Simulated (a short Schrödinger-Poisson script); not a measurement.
Stack: MOS inversion layer, SiO2 on p-type Si(100), at 300 K.

| layer | material | thickness (nm) | Na (cm⁻³) |
|---|---|---|---|
| 1 | SiO2 | 2 | - |
| 2 | Si | 240 | 6.4e18 |

The device is made up for the run: typed textbook-type constants, with dimensions and the other settings drawn at random. SiO2: permittivity 3.9, conduction-band edge (eV) 3.15, gap (eV) 9, electron mass (mₑ) 0.5. Si: permittivity 11.7, conduction-band edge (eV) 0, gap (eV) 1.124, Nv at 300 K (cm⁻³) 3.1e19.

Channel valleys (confinement mass, in-plane density-of-states mass, number): Δ2 0.916, 0.19, 2; Δ4 0.19, 0.417, 4. At the gate the conduction-band edge of layer 1 lies 3.29 eV − eVg above the Fermi level of the channel; the field vanishes at the back. Gaps are held at their typed values at every temperature. Mesh 0.03 nm at interfaces.

Solved with a short Schrödinger-Poisson script written for these runs: 1D Poisson equation in equilibrium, electrons quantum, Hartree (BenDaniel-Duke, 12 states a valley, the channel's in-plane mass for all, wave functions free to enter the dielectric), parabolic valleys, classical holes, full ionisation, no traps, pinning or gate leakage.

Only gate voltages with over 1e8 electrons/cm² are shown.

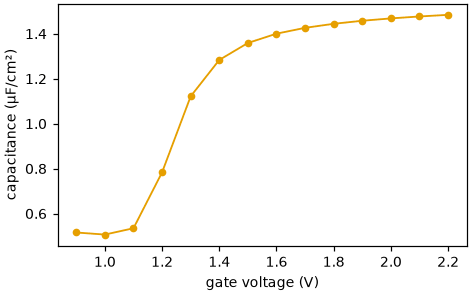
Fig. 1. Quasi-static capacitance against gate voltage

```csv
Vg (V),electrons (cm⁻²),C (μF/cm²),Δ2 E0 (meV),Δ2 E1 (meV),Δ4 E0 (meV),Δ4 E1 (meV)
0.9,1.02e8,0.516,276.4,425.8,376.3,615.9
1,1.28e9,0.507,210.8,364.3,313.0,560.2
1.1,1.61e10,0.535,145.3,302.7,249.6,504.0
1.2,1.50e11,0.784,87.1,248.1,193.4,454.0
1.3,5.97e11,1.12,49.9,214.0,157.9,422.7
1.4,1.27e12,1.28,28.3,194.9,137.7,405.3
1.5,2.05e12,1.36,13.7,182.6,124.4,394.2
1.6,2.88e12,1.40,2.4,173.5,114.4,386.1
1.7,3.74e12,1.43,-7.0,166.3,106.2,379.6
1.8,4.61e12,1.44,-15.1,160.2,99.2,374.3
1.9,5.50e12,1.46,-22.5,155.0,93.1,369.7
2,6.40e12,1.47,-29.2,150.3,87.5,365.6
2.1,7.31e12,1.48,-35.5,146.1,82.3,362.0
2.2,8.22e12,1.48,-41.4,142.3,77.5,358.7
```

Subbands count from the Fermi level.
